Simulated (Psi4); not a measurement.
**Run report: BH2, excited-state calculation**

The run: excited-state calculation of BH2, multiplicity 2. Method and program: TDDFT (CAM-B3LYP)/6-31G*, UKS (Psi4 1.11).

The geometry was optimised with CAM-B3LYP/6-31G*.

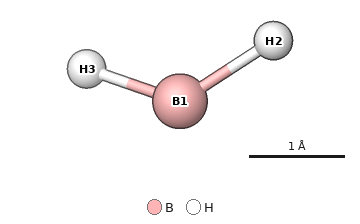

Figure 1. The structure (ball-and-stick view, seen at a tilt; atoms are numbered from 1 in the order of the input).

### Key numbers

- outcome: converged
- total energy: −25.905098 hartree
- basis functions: 19
- ⟨S²⟩: 0.751
- dipole moment: 0.38 D
- lowest excitation: 1.31 eV
- hardware: 1 thread of Intel Xeon @ 2.90GHz (Ice Lake), 192 GiB of memory available, shared host
- wall time: 11 s
- peak memory: 0.23 GiB

### The input (calc.dat)
```python
memory 1600 mb

molecule {
  0 2
  B      0.50056766    -0.31658582     0.24498787
  H      0.52882663     1.92105589     0.49929210
  H     -1.06781620    -1.58009072    -0.76309598
  units au
}

set basis 6-31G*
set reference uks
set save_jk true

from psi4.driver.procrouting.response.scf_response import tdscf_excitations
E, wfn = energy('cam-b3lyp', return_wfn=True)
states = tdscf_excitations(wfn, states=6, tda=False)
```

Launched with:
```bash
psi4 -n 1 calc.dat calc.out
```

### Output
```
Psi4 1.11 release

  Memory set to   1.490 GiB by Python driver.

   => Loading Basis Set <=

    Name: 6-31G*
    Role: ORBITAL
    Keyword: BASIS

         ---------------------------------------------------------
                                   SCF
                              UKS Reference
                        1 Threads,   1525 MiB Core
         ---------------------------------------------------------

  ==> Geometry <==

    Molecular point group: cs
    Full point group: Cs

    Geometry (in Bohr), charge = 0, multiplicity = 2:

       Center              X                  Y                   Z               Mass
    ------------   -----------------  -----------------  -----------------  -----------------
         B            0.132490903980    -0.075701551477     0.000000000000    11.009305360000
         H            0.280902874285     2.171626533201     0.000000000000     1.007825032230
         H           -1.728210465074    -1.344675951717     0.000000000000     1.007825032230

  Running in cs symmetry.

  Rotational constants: A =     36.34169  B =      7.28402  C =      6.06783 [cm^-1]
  Rotational constants: A = 1089496.36845  B = 218369.30373  C = 181909.02052 [MHz]
  Nuclear repulsion =    4.686983502205199

  Charge       = 0
  Multiplicity = 2
  Electrons    = 7
  Nalpha       = 4
  Nbeta        = 3

  ==> Algorithm <==

  SCF Algorithm Type is DF.
  DIIS enabled.
  MOM disabled.
  Fractional occupation disabled.
  Guess Type is SAD.
  Energy threshold   = 1.00e-06
  Density threshold  = 1.00e-06
  Integral threshold = 1.00e-12

  ==> Primary Basis <==

  Basis Set: 6-31G*
    Blend: 6-31G*
    Number of shells: 10
    Number of basis functions: 19
    Number of Cartesian functions: 19
    Spherical Harmonics?: false
    Max angular momentum: 2

  ==> DFT Potential <==

   => LibXC <=

    Version 7.1.2

   => Composite Functional: CAM-B3LYP <=

    CAM-B3LYP Hyb-GGA Exchange-Correlation Functional

    Deriv               =              1
    GGA                 =           TRUE
    Meta                =          FALSE

    Exchange Hybrid     =           TRUE
    MP2 Hybrid          =          FALSE

   => Exchange Functionals <=

    0.3500         Becke 88 [omega = 0.3300]
    0.4600   Short-range recipe for B88 functional - erf [omega = 0.3300]

   => Exact (HF) Exchange <=

    0.4600            HF,LR [omega = 0.3300]
    0.1900               HF

   => Correlation Functionals <=

    0.1900   Vosko, Wilk & Nusair (VWN5)
    0.8100   Lee, Yang & Parr

   => LibXC Density Thresholds  <==

    XC_HYB_GGA_XC_CAM_B3LYP:  1.00E-14

   => Molecular Quadrature <=

    Radial Scheme          =       TREUTLER
    Pruning Scheme         =           NONE
    Nuclear Scheme         =       TREUTLER

    Blocking Scheme        =         OCTREE
    BS radius alpha        =              1
    Pruning alpha          =              1
    Radial Points          =             75
    Spherical Points       =            302
    Total Points           =          65418
    Total Blocks           =            546
    Max Points             =            255
    Max Functions          =             19
    Weights Tolerance      =       1.00E-15

   => Loading Basis Set <=

    Name: (6-31G* AUX)
    Role: JKFIT
    Keyword: DF_BASIS_SCF

  ==> Integral Setup <==

  DFHelper Memory: AOs need 0.001 GiB; user supplied 1.081 GiB.
  SCF_SUBTYPE=INCORE selected. In-core MEM_DF algorithm will be used.
  Using in-core AOs.

  ==> MemDFJK: Density-Fitted J/K Matrices <==

    J tasked:                   Yes
    K tasked:                   Yes
    wK tasked:                  Yes
    Omega:                3.300E-01
    Memory [MiB]:              1107
    Algorithm:                 Core
    Schwarz Cutoff:           1E-12
    Mask sparsity (%):       0.0000
    Fitting Condition:        1E-10

   => Auxiliary Basis Set <=

  Basis Set: (6-31G* AUX)
    Blend: CC-PVDZ-JKFIT
    Number of shells: 42
    Number of basis functions: 131
    Number of Cartesian functions: 131
    Spherical Harmonics?: false
    Max angular momentum: 3

  Cached 100.0% of DFT collocation blocks in 0.036 [GiB].

  Minimum eigenvalue in the overlap matrix is 3.0113152627E-02.
  Reciprocal condition number of the overlap matrix is 6.5086222719E-03.
    Using symmetric orthogonalization.

  ==> Pre-Iterations <==

  SCF Guess: Superposition of Atomic Densities via on-the-fly atomic UHF (no occupation information).

   -------------------------
    Irrep   Nso     Nmo
   -------------------------
     A'        15      15
     A"         4       4
   -------------------------
    Total      19      19
   -------------------------

  ==> Iterations <==

                           Total Energy        Delta E     RMS |[F,P]|

   @DF-UKS iter SAD:   -25.36524883618717   -2.53652e+01   0.00000e+00
   @DF-UKS iter   1:   -25.89946585222589   -5.34217e-01   5.65170e-03 DIIS/ADIIS
   @DF-UKS iter   2:   -25.90471726046304   -5.25141e-03   1.52276e-03 DIIS/ADIIS
   @DF-UKS iter   3:   -25.90508482429689   -3.67564e-04   2.23391e-04 DIIS/ADIIS
   @DF-UKS iter   4:   -25.90509682256100   -1.19983e-05   4.23963e-05 DIIS
   @DF-UKS iter   5:   -25.90509749825004   -6.75689e-07   1.03342e-05 DIIS
   @DF-UKS iter   6:   -25.90509755594705   -5.76970e-08   1.67023e-06 DIIS
   @DF-UKS iter   7:   -25.90509755729945   -1.35240e-09   2.73646e-07 DIIS
  Energy and wave function converged.

  ==> Post-Iterations <==

   Electrons on quadrature grid:
      Nalpha   =    4.0000001288 ; deviation = 1.288e-07
      Nbeta    =    3.0000001031 ; deviation = 1.031e-07
      Ntotal   =    7.0000002319 ; deviation = 2.319e-07

   @Spin Contamination Metric:   8.135636346E-04
   @S^2 Expected:                7.500000000E-01
   @S^2 Observed:                7.508135636E-01
   @S   Expected:                5.000000000E-01
   @S   Observed:                5.000000000E-01

    Orbital Energies [Eh]
    ---------------------

    Alpha Occupied:

       1Ap    -6.867306     2Ap    -0.576287     3Ap    -0.436119
       4Ap    -0.266938

    Alpha Virtual:

       1App   -0.020084     5Ap     0.202975     6Ap     0.246037
       7Ap     0.435015     8Ap     0.452154     2App    0.490868
       9Ap     0.506927    10Ap     0.950825    11Ap     0.998374
       3App    1.306372    12Ap     1.317184     4App    1.318884
      13Ap     1.742676    14Ap     1.754043    15Ap     3.414193

    Beta Occupied:

       1Ap    -6.856223     2Ap    -0.548759     3Ap    -0.426117

    Beta Virtual:

       1App   -0.001246     4Ap     0.004545     5Ap     0.210008
       6Ap     0.269371     7Ap     0.440834     8Ap     0.475671
       2App    0.499588     9Ap     0.551268    10Ap     0.960262
      11Ap     1.021865     3App    1.321028     4App    1.382562
      12Ap     1.385020    13Ap     1.764990    14Ap     1.788680
      15Ap     3.438187

    Final Occupation by Irrep:
             Ap   App
    DOCC [     3,    0 ]
    SOCC [     1,    0 ]
    NA   [     4,    0 ]
    NB   [     3,    0 ]

  @DF-UKS Final Energy:   -25.90509755729945

   => Energetics <=

    Nuclear Repulsion Energy =              4.6869835022051989
    One-Electron Energy =                 -42.9666982636908159
    Two-Electron Energy =                  15.6834769514777719
    DFT Exchange-Correlation Energy =      -3.3088597472916059
    Empirical Dispersion Energy =           0.0000000000000000
    VV10 Nonlocal Energy =                  0.0000000000000000
    Total Energy =                        -25.9050975572994489

  UHF NO Occupations:
  HONO-2 :    2 Ap 1.9998900
  HONO-1 :    3 Ap 1.9997033
  HONO-0 :    4 Ap 1.0000000
  LUNO+0 :    5 Ap 0.0002967
  LUNO+1 :    6 Ap 0.0001100
  LUNO+2 :    7 Ap 0.0000002
  LUNO+3 :    8 Ap 0.0000000

Computation Completed

Properties will be evaluated at   0.000000,   0.000000,   0.000000 [a0]

Properties computed using the SCF density matrix

 Multipole Moments:

 ------------------------------------------------------------------------------------
     Multipole            Electronic (a.u.)      Nuclear  (a.u.)        Total (a.u.)
 ------------------------------------------------------------------------------------

 L = 1.  Multiply by 2.5417464519 to convert [e a0] to [Debye]
 Dipole X            :          0.6537410           -0.7848531           -0.1311121
 Dipole Y            :         -0.3735294            0.4484428            0.0749134
 Dipole Z            :          0.0000000            0.0000000            0.0000000
 Magnitude           :                                                    0.1510046

 ------------------------------------------------------------------------------------

	total time  =          2 seconds =       0.03 minutes

******************************************************************************************
**********                               WARNING                                **********
**********       The names of excited state variables changed between 1.5       **********
**********     and 1.6. For a quick solution, remove the symmetry specifier     **********
**********   from the variable name. For full details, see 'Notes on Psivars'   **********
**********                        in the documentation.                         **********
******************************************************************************************

         ---------------------------------------------------------
                         TDSCF excitation energies
         ---------------------------------------------------------

  ==> Options <==

     Residual threshold  : 1.0000e-04
     Initial guess       : denominators
     Reference           : UHF
     Solver type         : RPA (Hamiltonian)

  ==> Requested Excitations <==

      3 singlet states with Ap symmetry
      3 singlet states with App symmetry

  ==> Seeking the lowest 3 singlet states with Ap symmetry

                        Generalized Hamiltonian Solver

  ==> Options <==

    Max number of iterations        = 60
    Eigenvector tolerance           = 1.0000e-04
    Max number of expansion vectors = 600

  => Iterations <=
                              Max[D[value]]     Max[|R|]   # vectors
  HamiltonianSolver iter   1:   3.52467e-01  1.14576e-01     12
  HamiltonianSolver iter   2:   5.05226e-03  2.42176e-02     18
  HamiltonianSolver iter   3:   1.21367e-04  4.71942e-03     24
  HamiltonianSolver iter   4:   4.06839e-06  7.87585e-04     30
  HamiltonianSolver iter   5:   5.98518e-08  8.58564e-05     36      Converged

  ==> Seeking the lowest 3 singlet states with App symmetry

                        Generalized Hamiltonian Solver

  ==> Options <==

    Max number of iterations        = 60
    Eigenvector tolerance           = 1.0000e-04
    Max number of expansion vectors = 600

  => Iterations <=
                              Max[D[value]]     Max[|R|]   # vectors
  HamiltonianSolver iter   1:   2.39533e-01  8.86257e-02     12
  HamiltonianSolver iter   2:   2.10957e-03  3.72351e-03     18
  HamiltonianSolver iter   3:   1.72211e-06  1.80701e-04     22
  HamiltonianSolver iter   4:   2.26792e-09  8.35446e-06     24      Converged

******************************************************************************************
**********                               WARNING                                **********
**********  Length-gauge rotatory strengths are **NOT** gauge-origin invariant  **********
******************************************************************************************

                                    Excitation Energy         Total Energy        Oscillator Strength             Rotatory Strength
     #   Sym: GS->ES (Trans)        au              eV              au          au (length)    au (velocity)    au (length)    au (velocity)
    ---- -------------------- --------------- --------------- --------------- --------------- --------------- --------------- ---------------
     1     Ap->App (1 App)     0.04815         1.31018        -25.85695        0.0030          0.0152          0.0000         -0.0000
     2     Ap->App (1 App)     0.20796         5.65892        -25.69714        0.0000          0.0000          0.0000         -0.0000
     3     Ap->App (1 App)     0.23941         6.51458        -25.66569        0.0000          0.0000          0.0000         -0.0000
     4      Ap->Ap (1 Ap)      0.24061         6.54743        -25.66448        0.0011          0.0024          0.0000         -0.0000
     5      Ap->Ap (1 Ap)      0.29915         8.14016        -25.60595        0.0038          0.0122          0.0000         -0.0000
     6      Ap->Ap (1 Ap)      0.34946         9.50921        -25.55564        0.1284          0.1358          0.0000         -0.0000

Contributing excitations and de-excitations
Only contributions with abs(coeff) > 1.00e-01 will be printed:

Excited State    1 (1 App):   0.04815 au   946.31 nm f = 0.0030
Alpha orbitals:
  Sums of squares: Xssq =  9.999371e-01; Yssq =  7.443456e-04; Xssq - Yssq =  9.991927e-01
      4ap (a) ->   1app (a)    0.997457 (99.492%)
Beta orbitals:
  Sums of squares: Xssq =  2.068782e-03; Yssq =  1.261508e-03; Xssq - Yssq =  8.072736e-04

Excited State    2 (1 App):   0.20796 au   219.10 nm f = 0.0000
Alpha orbitals:
  Sums of squares: Xssq =  6.628355e-01; Yssq =  9.185155e-04; Xssq - Yssq =  6.619170e-01
      3ap (a) ->   1app (a)    0.811876 (65.914%)
Beta orbitals:
  Sums of squares: Xssq =  3.393248e-01; Yssq =  1.241772e-03; Xssq - Yssq =  3.380830e-01
      3ap (b) ->   1app (b)   -0.580372 (33.683%)

Excited State    3 (1 App):   0.23941 au   190.32 nm f = 0.0000
Alpha orbitals:
  Sums of squares: Xssq =  3.386424e-01; Yssq =  5.423696e-04; Xssq - Yssq =  3.381001e-01
      3ap (a) ->   1app (a)    0.581114 (33.769%)
Beta orbitals:
  Sums of squares: Xssq =  6.620834e-01; Yssq =  1.835116e-04; Xssq - Yssq =  6.618999e-01
      3ap (b) ->   1app (b)    0.812276 (65.979%)

Excited State    4 (1 Ap):   0.24061 au   189.36 nm f = 0.0011
Alpha orbitals:
  Sums of squares: Xssq =  8.583792e-03; Yssq =  1.169973e-03; Xssq - Yssq =  7.413819e-03
Beta orbitals:
  Sums of squares: Xssq =  9.926969e-01; Yssq =  1.107665e-04; Xssq - Yssq =  9.925862e-01
      3ap (b) ->   4ap (b)    0.993733 (98.751%)

Excited State    5 (1 Ap):   0.29915 au   152.31 nm f = 0.0038
Alpha orbitals:
  Sums of squares: Xssq =  9.845116e-01; Yssq =  3.003659e-04; Xssq - Yssq =  9.842112e-01
      4ap (a) ->   5ap (a)   -0.990483 (98.106%)
Beta orbitals:
  Sums of squares: Xssq =  1.671847e-02; Yssq =  9.297161e-04; Xssq - Yssq =  1.578875e-02

Excited State    6 (1 Ap):   0.34946 au   130.38 nm f = 0.1284
Alpha orbitals:
  Sums of squares: Xssq =  9.687343e-01; Yssq =  4.081376e-04; Xssq - Yssq =  9.683262e-01
      4ap (a) ->   6ap (a)   -0.981412 (96.317%)
Beta orbitals:
  Sums of squares: Xssq =  3.254566e-02; Yssq =  8.718077e-04; Xssq - Yssq =  3.167385e-02
      3ap (b) ->   5ap (b)   -0.166237 ( 2.763%)

******************************************************************************************
**********                               WARNING                                **********
**********       The names of excited state variables changed between 1.5       **********
**********     and 1.6. For a quick solution, remove the symmetry specifier     **********
**********   from the variable name. For full details, see 'Notes on Psivars'   **********
**********                        in the documentation.                         **********
******************************************************************************************

    Psi4 run time: 0:00:09.82
```

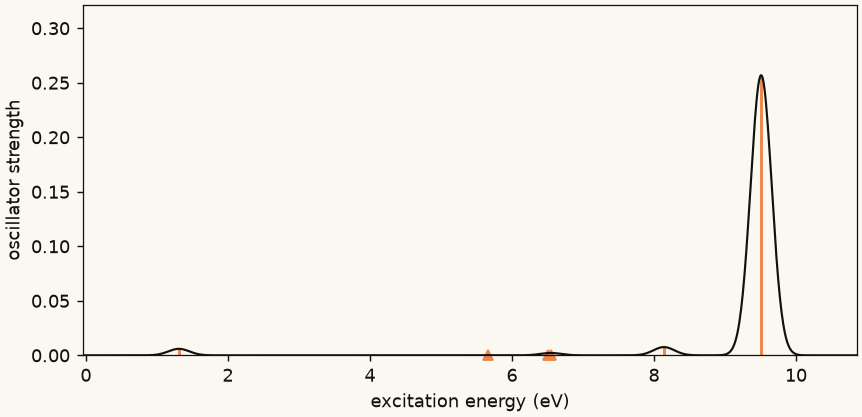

Figure 2. Computed excitations as sticks (degenerate states added up, dark ones marked on the axis), with a Gaussian envelope of 0.35 eV full width at half maximum, scaled to the tallest. Of the 12 states the lowest lies at 1.31 eV (f = 0.003); the strongest line is at 9.51 eV, or 130 nm (f = 0.257, summed over 2 states that lie within 0.004 eV).
